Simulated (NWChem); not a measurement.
# CHClGeNO (SMILES O=C=[N][GeH][Cl]): levels of theory compared

Wanted: a comparison of 5 runs (UHF/STO-3G, UHF/3-21G, UB3LYP/6-31G*, UM06-2X/def2-SVP) of CHClGeNO. 

The results are computed with NWChem 7.3.0.

1 further run of the same task is left out (set aside as unsound or not needed). Runs told in other sessions of the task aren't counted.

## (1) The molecule

CHClGeNO has 6 atoms, charge 0, and is taken as a doublet. As SMILES, `O=C=[N][GeH][Cl]`. Geometry: relaxed at PBE0-D4/def2-TZVP. This is one conformer, not always the lowest.

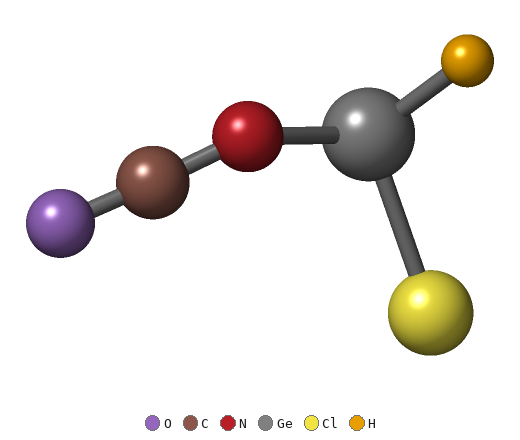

The structure, seen from a chosen angle (oxygen purple, carbon brown, nitrogen red, germanium grey, chlorine yellow, hydrogen amber).

## (2) Energy and forces at UHF/STO-3G (run 1)

The input, mol.nw:

```
start mol
title "CHClGeNO"
memory total 2200 mb

geometry units angstroms noautosym nocenter noautoz
  O        0.024100      -1.617100      -2.245100
  C       -0.242900      -1.020000      -1.284700
  N       -0.575200      -0.454300      -0.273000
  Ge      -0.153300       1.067300       0.651100
  Cl       1.946900       0.976200       1.132800
  H       -0.957700       0.983900       1.972700
end

basis "ao basis" spherical bse
  * library STO-3G
end

scf
  nopen 1
  uhf
  thresh 1e-08
  maxiter 80
end

task scf gradient
```

Run with:

```bash
$ nwchem mol.nw > mol.out
```

The log of the run:

```text
[...]
  functions       =    43
[...]
  wavefunction    = UHF
[...]
         Total SCF energy =  -2671.921797282022
      One electron energy =  -4509.034808342480
      Two electron energy =   1450.092638278611
 Nuclear repulsion energy =    387.020372781846
                       Sz =      0.5000
                 Sz(Sz+1) =      0.7500
                      S^2 =      0.7597
[...]
                         UHF ENERGY GRADIENTS
    atom               coordinates                        gradient
                 x          y          z           x          y          z
   1 O       0.045542  -3.055876  -4.242624   -0.013496   0.037683   0.056257
   2 C      -0.459014  -1.927521  -2.427731    0.005672  -0.028741  -0.036533
   3 N      -1.086970  -0.858503  -0.515895   -0.004820  -0.047949  -0.042566
   4 Ge     -0.289695   2.016905   1.230401    0.032522   0.041082  -0.008131
   5 Cl      3.679108   1.844751   2.140682    0.001260   0.000761  -0.000367
   6 H      -1.809791   1.859301   3.727862   -0.021138  -0.002836   0.031340
[...]
```

Run time: 7.8 s. Hardware: 1 thread of AMD EPYC 9R45 (Zen 5), shared host; peak memory 0.1 GiB.

## (3) Energy and gradient at UHF/3-21G (run 2)

The input, chclgeno.nw:

```
start chclgeno
title "CHClGeNO"
memory stack 880 mb heap 220 mb global 1100 mb

geometry noautosym nocenter noautoz
   O      0.024100    -1.617100    -2.245100
   C     -0.242900    -1.020000    -1.284700
   N     -0.575200    -0.454300    -0.273000
   Ge    -0.153300     1.067300     0.651100
   Cl     1.946900     0.976200     1.132800
   H     -0.957700     0.983900     1.972700
end

basis "ao basis" spherical bse
   * library 3-21G
end

scf
   doublet
   uhf
   thresh 1e-08
   maxiter 80
   print low
end

task scf gradient
```

Run with:

```bash
$ nwchem chclgeno.nw > chclgeno.out
```

The log of the run:

```text
[...]
  functions       =    64
[...]
  wavefunction    = UHF
[...]
         Total SCF energy =  -2689.512947273044
      One electron energy =  -4513.337557521441
      Two electron energy =   1436.804237466551
 Nuclear repulsion energy =    387.020372781846
                       Sz =      0.5000
                 Sz(Sz+1) =      0.7500
                      S^2 =      0.7551
[...]
                         UHF ENERGY GRADIENTS
    atom               coordinates                        gradient
                 x          y          z           x          y          z
   1 O       0.045542  -3.055876  -4.242624   -0.001259   0.002058   0.003980
   2 C      -0.459014  -1.927521  -2.427731    0.016239  -0.002634  -0.025253
   3 N      -1.086970  -0.858503  -0.515895   -0.023965  -0.013773   0.023282
   4 Ge     -0.289695   2.016905   1.230401    0.042267   0.018333  -0.000313
   5 Cl      3.679108   1.844751   2.140682   -0.030721  -0.000226  -0.006313
   6 H      -1.809791   1.859301   3.727862   -0.002562  -0.003758   0.004618
 Task  times  cpu:        8.3s     wall:        8.3s
 Total times  cpu:        8.3s     wall:        8.3s
```

Wall time 9 s (1 thread of AMD EPYC 9R45 (Zen 5), shared host); peak memory 0.099 GiB.

Run 3 isn't shown in full; the table further down has it.

## (4) Energy and gradient at UB3LYP/6-31G(d) (spherical functions) (run 4)

The input, chclgeno.nw:

```
start chclgeno
memory total 2200 mb

geometry units angstroms noautosym nocenter noautoz
  O      0.024100    -1.617100    -2.245100
  C     -0.242900    -1.020000    -1.284700
  N     -0.575200    -0.454300    -0.273000
  Ge    -0.153300     1.067300     0.651100
  Cl     1.946900     0.976200     1.132800
  H     -0.957700     0.983900     1.972700
end

basis spherical bse
  * library 6-31G*
end

dft
  xc b3lyp
  mult 2
  grid fine
  convergence energy 1e-08
  maxiter 100
  mulliken
  print medium
end

task dft gradient
```

Run with:

```bash
$ nwchem chclgeno.nw > chclgeno.out
```

The log of the run:

```text
[...]
          Wavefunction type:  spin polarized.
          No. of atoms     :     6
          No. of electrons :    71
[...]
          Charge           :     0
          Spin multiplicity:     2
[...]
          AO basis - number of functions:    94
[...]
              XC Information
              --------------
                         B3LYP Method XC Potential
                     Hartree-Fock (Exact) Exchange  0.200
                        Slater Exchange Functional  0.800 local
                    Becke 1988 Exchange Functional  0.720 non-local
              Lee-Yang-Parr Correlation Functional  0.810
                  VWN I RPA Correlation Functional  0.190 local
[...]
 d= 0,ls=0.0,diis     1  -2705.5371041792 -3.09D+03  8.93D-03  2.49D-01     2.8
[...]
 d= 0,ls=0.0,diis    12  -2705.6622530864 -6.28D-09  2.15D-07  9.74D-10    25.4
[...]
         Total DFT energy =    -2705.662253086356
      One electron energy =    -4528.581246353333
           Coulomb energy =     1564.549490229000
    Exchange-Corr. energy =     -128.650869743869
 Nuclear repulsion energy =      387.020372781846
[...]
      Total Density - Mulliken Population Analysis
     ---------------------------------------------
    Atom       Charge   Shell Charges
 -----------   ------   -------------------------------------------------------
    1 O    8     8.32   2.00  0.93  2.87  0.90  1.59  0.03
    2 C    6     5.46   2.00  0.71  1.97  0.19  0.48  0.11
    3 N    7     7.39   2.00  0.78  2.48  0.83  1.27  0.03
    4 Ge  32    31.75   2.00  2.00  6.00  2.00  5.99  1.39  1.83  0.11  0.20  6.86  2.94  0.43
    5 Cl  17    17.16   2.00  2.00  5.97  1.42  3.60  0.53  1.63  0.01
    6 H    1     0.93   0.48  0.46
[...]
      <S2> =      0.7523 (Exact =     0.7500)
[...]
  wavefunction    = open shell
                         DFT ENERGY GRADIENTS
    atom               coordinates                        gradient
                 x          y          z           x          y          z
   1 O       0.045542  -3.055876  -4.242624   -0.006102   0.014471   0.022922
   2 C      -0.459014  -1.927521  -2.427731    0.000737  -0.003916  -0.004795
   3 N      -1.086970  -0.858503  -0.515895    0.007493  -0.003490  -0.014170
   4 Ge     -0.289695   2.016905   1.230401    0.008151  -0.008728   0.003731
   5 Cl      3.679108   1.844751   2.140682   -0.012252   0.000462  -0.003659
   6 H      -1.809791   1.859301   3.727862    0.001974   0.001201  -0.004028
[...]
```

Wall time 41 s (1 thread of AMD EPYC 9R45 (Zen 5), shared host); peak memory 0.13 GiB.

## (5) Energy and forces at UM06-2X/def2-SVP (run 5)

The input, chclgeno.xyz:

```xyz
6

O      0.024100    -1.617100    -2.245100
C     -0.242900    -1.020000    -1.284700
N     -0.575200    -0.454300    -0.273000
Ge    -0.153300     1.067300     0.651100
Cl     1.946900     0.976200     1.132800
H     -0.957700     0.983900     1.972700
```

The input, run.py:

```python
from ase.io import read
from ase.calculators.nwchem import NWChem

molecule = read('chclgeno.xyz')

calc = NWChem(
    label='chclgeno',
    theory='dft',
    memory='2200 mb',
    basis='def2-SVP',
    basispar='spherical bse',
    dft={'xc': 'm06-2x', 'mult': '2', 'grid': 'fine', 'convergence': 'energy 1e-08', 'iterations': '100', 'mulliken': None},
)
molecule.calc = calc

forces = molecule.get_forces()
print(f"energy = {molecule.get_potential_energy():.6f} eV")
print("forces (eV/A):")
for s, f in zip(molecule.symbols, forces):
    print(f"{s:2s} {f[0]:10.5f} {f[1]:10.5f} {f[2]:10.5f}")
```

Run with:

```bash
$ export ASE_NWCHEM_COMMAND="nwchem PREFIX.nwi > PREFIX.nwo"
$ python run.py
```

The log of the run:

```text
energy = -73615.459763 eV
forces (eV/A):
O     0.00828    0.03224    0.02036
C    -0.00458   -0.36325   -0.34926
N     0.03193    0.17129    0.10279
Ge   -0.34371    0.11801    0.18651
Cl    0.30632   -0.00802    0.05060
H     0.00170    0.04973   -0.01095
```

The calculator wrote chclgeno.nwi:

```
title "chclgeno"

permanent_dir chclgeno

scratch_dir chclgeno

start chclgeno

geometry units angstrom nocenter noautosym noautoz
  O  2.4100000000000000e-02 -1.6171000000000000e+00 -2.2450999999999999e+00
  C  -2.4290000000000000e-01 -1.0200000000000000e+00 -1.2847000000000000e+00
  N  -5.7520000000000004e-01 -4.5429999999999998e-01 -2.7300000000000002e-01
  Ge -1.5329999999999999e-01 1.0672999999999999e+00 6.5110000000000001e-01
  Cl 1.9469000000000001e+00 9.7619999999999996e-01 1.1328000000000000e+00
  H  -9.5770000000000000e-01 9.8390000000000000e-01 1.9726999999999999e+00
end

memory 2200 mb

basis spherical bse noprint
   * library def2-SVP
end

dft
  xc m06-2x
  mult 2
  grid fine
  convergence energy 1e-08
  iterations 100
  mulliken
end

task dft gradient
```

chclgeno.nwo:

```text
Northwest Computational Chemistry Package (NWChem) 7.3.0
             --------------------------------------------------------

           Job information
           ---------------

    nwchem branch   = 7.3.0
    use scalapack   = T
    input           = chclgeno.nwi
    prefix          = chclgeno.
    data base       = chclgeno/chclgeno.db
    status          = startup
    nproc           =        1

           Memory information
           ------------------

    heap     =     72089598 doubles =      550.0 Mbytes
    stack    =     72089595 doubles =      550.0 Mbytes
    global   =    144179200 doubles =     1100.0 Mbytes (distinct from heap & stack)
    total    =    288358393 doubles =     2200.0 Mbytes
    verify   = yes
    hardfail = no

           Directory information
           ---------------------

  0 permanent = chclgeno
  0 scratch   = chclgeno

                                NWChem Input Module
                                -------------------

                                     chclgeno
                                     --------

[... 29 lines left out ...]
            Nuclear Dipole moment (a.u.)
[... 80 lines left out ...]
          Convergence on energy requested:  1.00D-08
[... 25 lines left out ...]
          Spatial weights used:  Erf1
[... 4 lines left out ...]
          total energy or number of iterations.
[... 28 lines left out ...]
 2-e energy   =    1438.840336
[... 55 lines left out ...]
      One electron energy =    -4529.143628410937
[... 2 lines left out ...]
 Nuclear repulsion energy =      387.020372781846
[... 1518 lines left out ...]
          Convergence on energy requested:  1.00D-08
[... 25 lines left out ...]
          Spatial weights used:  Erf1
[... 4 lines left out ...]
          total energy or number of iterations.
[... 18 lines left out ...]
                            NWChem DFT Gradient Module
                            --------------------------

                                     chclgeno

  charge          =   0.00
  wavefunction    = open shell

                         DFT ENERGY GRADIENTS

    atom               coordinates                        gradient
                 x          y          z           x          y          z
   1 O       0.045542  -3.055876  -4.242624   -0.000161  -0.000627  -0.000396
   2 C      -0.459014  -1.927521  -2.427731    0.000089   0.007064   0.006792
   3 N      -1.086970  -0.858503  -0.515895   -0.000621  -0.003331  -0.001999
   4 Ge     -0.289695   2.016905   1.230401    0.006684  -0.002295  -0.003627
   5 Cl      3.679108   1.844751   2.140682   -0.005957   0.000156  -0.000984
   6 H      -1.809791   1.859301   3.727862   -0.000033  -0.000967   0.000213

                 ----------------------------------------
                 |  Time  |  1-e(secs)   |  2-e(secs)   |
                 ----------------------------------------
                 |  CPU   |       0.01   |       7.56   |
                 ----------------------------------------
                 |  WALL  |       0.01   |       7.56   |
                 ----------------------------------------

 Task  times  cpu:       35.5s     wall:       35.5s
 Total times  cpu:       35.5s     wall:       35.5s
```

Run time: 37 s. Hardware: 1 thread of AMD EPYC 9R45 (Zen 5), shared host; peak memory 0.13 GiB.

## (6) Overview of the runs

```tsv
run	level	Cartesian functions	iteration cap	energy (Eh)	dipole moment (D)	HOMO energy (eV)	LUMO energy (eV)	wall time
1	UHF/STO-3G	no	80	-2671.921797	3.28	-7.35	2.88	7.8 s
2	UHF/3-21G	no	80	-2689.512947	–	–	–	9 s
3	UB3LYP/6-31G* (Cartesian functions)	yes	100	-2705.673959	–	–	–	44 s
4	UB3LYP/6-31G* (spherical functions)	no	100	-2705.662253	2.21	-6.66	-4.17	41 s
5	UM06-2X/def2-SVP	no	100	-2705.318270	2.40	-7.97	-3.01	37 s
```

## (7) Results

| quantity | value |
| --- | --- |
| run 5: total energy | -2705.31827 Eh |
| run 5: dipole moment | 2.40 D |
| run 5: HOMO energy (highest over α and β) | -7.97 eV |
| run 5: LUMO energy (lowest over α and β) | -3.01 eV |
| run 5: ⟨S²⟩ | 0.753 |
| run 5: largest force on an atom | 0.504 eV/Å |

In words: Over runs 1, 4, 5 the dipole moment (its size) runs from 2.21 D (UB3LYP/6-31G*) to 3.28 D (UHF/STO-3G). The two ends differ in method and basis. Totals of different functionals can't be ranked against each other. In run 1 the basis is minimal, so the values are rough. All runs together took 2.3 min, the longest 44 s.
